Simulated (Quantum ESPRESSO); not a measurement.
# W (Tungsten): from the cell to the phonon bands, part 3 of 3

How does W (Tungsten) vibrate, and is this structure a minimum?

Quantum ESPRESSO 7.5; DFT LDA, scalar-relativistic, plane waves, PseudoDojo norm-conserving pseudopotentials.

So far. Step 5 (Phonons on a q mesh): The acoustic modes at Γ come out as far as 0.7 cm⁻¹ from zero, where they should vanish, a small numerical error. The relaxed cell has a = 3.132 Å (conventional setting).

### Step 7. Dispersion (continued)

Force constants by pair (phonopy on the run's constants); pairs near half the supercell's span include their periodic images. Pair force constants, by row:

```
atom  neighbour  distance (Å)  third of the trace (eV/Å²)  along the pair's line (eV/Å²)
  W1     itself             0                       18.88                              –
  W1          W         2.712                      -1.487                         -3.641
  W1          W         3.132                     -0.9815                         -3.201
  W1          W         4.429                      -0.144                        -0.2606
  W1          W         5.194                      0.0247                         0.1123
  W1          W         5.425                      0.0177                        -0.3683
  W1          W         6.264                     -0.0922                        -0.4329
  W1          W         7.003                      0.0403                         0.0523
```

Harmonic mean-square displacement, third of the trace. Mean-square displacements:

```
T (K)  W1 U_eq (Å²)
    0       6.10e-4
  100       8.50e-4
  300       0.00202
  600       0.00393
```

Mode patterns, pair constants, displacements and means over the zone were worked out by phonopy from the force constants of q2r.x.

All branches are real along the path.

### Step 8. Sums over the zone

Sums over the zone need many more wavevectors than were solved, so the interpolation is sampled on a dense mesh.

matdyn.in reads:

```
&INPUT
  asr    = 'simple'
  flfrc  = 'x.fc'
  dos    = .true.
  fldos  = 'x.dos'
  nk1    = 20
  nk2    = 20
  nk3    = 20
  deltaE = 0.3
/
```

The run is started by

```bash
matdyn.x -in matdyn.in > matdyn.out
```

Numbers of over 12 decimals in the logs are rounded to 6 here.

The log of the run:

```text
[banner, memory and clock lines left out]
Program MATDYN v.7.5

 mass for atomic type   1 not given; uses mass from file x.fc
     Message from routine matdyn:
     Z* not found in file x.fc, TO-LO splitting at q=0 will be absent!

Note: The following floating-point exceptions are signalling: IEEE_UNDERFLOW_FLAG
```

Wall time 4.2 s (1 thread of Arm Neoverse V1, shared host).

Numbers from this step:

* share of modes beyond 3i cm⁻¹ on the dense interpolated mesh: 0
* zero-point energy per atom: 30.33 meV
* heat capacity at 300 K: 23.66 J/(mol atoms K)
* vibrational entropy at 300 K: 32.48 J/(mol atoms K)

The phonon density of states has structure finer than the step of the table below, so its rows give means over 20 cm⁻¹, whole bins alone (the curve runs from 0 to 228 cm⁻¹). Peaks (cm⁻¹: height): 162.0: 0.0427, 211.5: 0.0419.

Tetrahedra. Phonon density of states against wavenumber; means over each step:

```
wavenumber (cm⁻¹)  phonon density of states (1/cm⁻¹/cell)
               20                                  1.2e-4
               40                                  6.9e-4
               60                                 0.00169
               80                                 0.00329
              100                                 0.00599
              120                                  0.0112
              140                                  0.0260
              160                                  0.0383
              180                                  0.0234
              200                                  0.0247
```

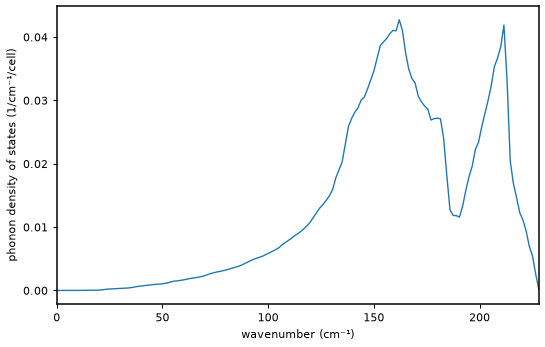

Phonon density of states against wavenumber.

Harmonic thermodynamic functions per atom, summed over the density of states scaled to three modes an atom; melting is ignored. Thermodynamic functions:

```
T (K)  F_vib (meV/atom)  S (J/mol-atom/K)  C_V (J/mol-atom/K)
    0             30.33                 0                   0
   50             30.09             1.986               5.836
  100             27.18             9.582               16.04
  200              9.77             23.15               22.18
  300            -19.34             32.48               23.66
  400            -56.73             39.37               24.21
  500            -100.5             44.81               24.47
  600            -149.3             49.28               24.61
  700            -202.4             53.08                24.7
  800            -259.1             56.38               24.76
  900            -319.1              59.3                24.8
 1000              -382             61.92               24.82
```

At 300 K the heat capacity has reached 95 % of the Dulong-Petit value.

### Step 9. The dispersion under another sum rule (asr crystal)

The sum rule corrects the force constants themselves, so it can shift branches at any wavevector, low ones most.

matdyn.in reads:

```
&INPUT
  asr              = 'crystal'
  flfrc            = 'x.fc'
  flfrq            = 'x.freq'
  flvec            = 'x.modes'
  q_in_band_form   = .true.
  q_in_cryst_coord = .true.
/
8
  0.0000000   0.0000000   0.0000000   8  ! GAMMA
  0.5000000   0.5000000  -0.5000000   8  ! H
  0.5000000   0.0000000  -0.5000000   8  ! N
  0.0000000   0.0000000   0.0000000   8  ! GAMMA
  0.7500000   0.2500000  -0.2500000   8  ! P
  0.5000000   0.5000000  -0.5000000   1  ! H
  0.7500000   0.2500000  -0.2500000   8  ! P
  0.5000000   0.0000000  -0.5000000   1  ! N
```

The run is started by

```bash
matdyn.x -in matdyn.in > matdyn.out
```

The log of the run:

```text
[banner, memory and clock lines left out]
Program MATDYN v.7.5

 mass for atomic type   1 not given; uses mass from file x.fc
 Norm of the difference between old and new effective charges:    0.000000

 Norm of the difference between old and new force-constants:   1.55452e-06

     Message from routine matdyn:
     Z* not found in file x.fc, TO-LO splitting at q=0 will be absent!
     Message from routine matdyn:
     Z* not found in file x.fc, TO-LO splitting at q=0 will be absent!

Note: The following floating-point exceptions are signalling: IEEE_UNDERFLOW_FLAG
```

Wall time 0.46 s (1 thread).

At the labelled points the branches move by no more than 0.2 cm⁻¹.

### Step 10. Summary of results

```
space group after relaxation                                       : Im-3m
volume per atom                                                    : 15.4 Å³
q mesh                                                             : 4×4×4
lowest mode on the q mesh (acoustic ones at the zone centre apart) : 101.4 cm⁻¹
zero-point energy per atom                                         : 30.3 meV
heat capacity at 300 K                                             : 23.7 J/(mol atoms K)
vibrational entropy at 300 K                                       : 32.5 J/(mol atoms K)
imaginary modes on the q mesh                                      : none
```

In words: W (Tungsten) is dynamically stable on the 4×4×4 mesh; its spectrum reaches 228 cm⁻¹. These are harmonic frequencies at zero temperature: anharmonic shifts and linewidths and thermal expansion are left out. Spin-orbit coupling is left out, which can matter for the heavy elements here. In a metal the frequencies hang on the k mesh and the smearing, most of all near Kohn anomalies.

[Host names and launcher messages were left out of these logs when they were recorded.]

[Logs are printed without paths, hosts, clocks, repeated set-up lines and the standing remarks that a program may print on its own settings, such as how far it seeks lower states.]

[Hosts, paths, dates, database ids (printed as entryN), source tags and the programs' standing remarks are cut or masked in the printed files.]
